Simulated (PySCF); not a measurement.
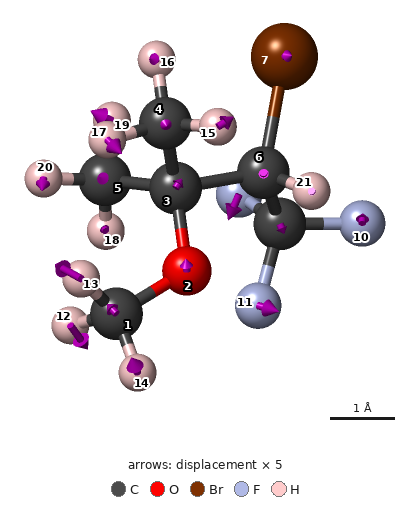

This is a relaxation of C6H10BrF3O. The starting structure is drawn; purple arrows show the displacements, 5 times their true length. The two geometries are superimposed by the best rigid fit.

The picture is a ball-and-stick view, seen from a free direction.

The start comes from GFN2-xTB. Its atoms were then displaced at random by about 0.01 Å.

These are results of PySCF 2.14.0, density-fitted response routines, PBE0-D3(BJ)/def2-SVP geometry optimisation, gas phase, not measurements. 

Atoms of which element are displaced furthest, and by how much?

Hydrogen: up to 0.16 Å, against 0.09 Å for fluorine.

What did the optimiser do to the structure, and how much energy did it gain?

The energy falls by 14.2 kJ/mol in 11 geometry steps. An H atom moves most after the best rigid fit: 0.16 Å. By element the largest moves are H 0.16 Å, F 0.09 Å, C 0.05 Å, O 0.04 Å, Br 0.04 Å. Near-neighbour distances that change, for instance: C–H 1.141 → 1.106 Å, C–H 1.067 → 1.098 Å, C–F 1.314 → 1.335 Å, C–F 1.349 → 1.330 Å. Among the angles between lasting bonds that change: O–C–C 112.1° → 108.7°, C–C–C 107.6° → 110.5°, Br–C–C 105.1° → 107.5°. The run took 120 s on 2 threads of AMD EPYC 9R45 96-Core Processor, on a shared host.
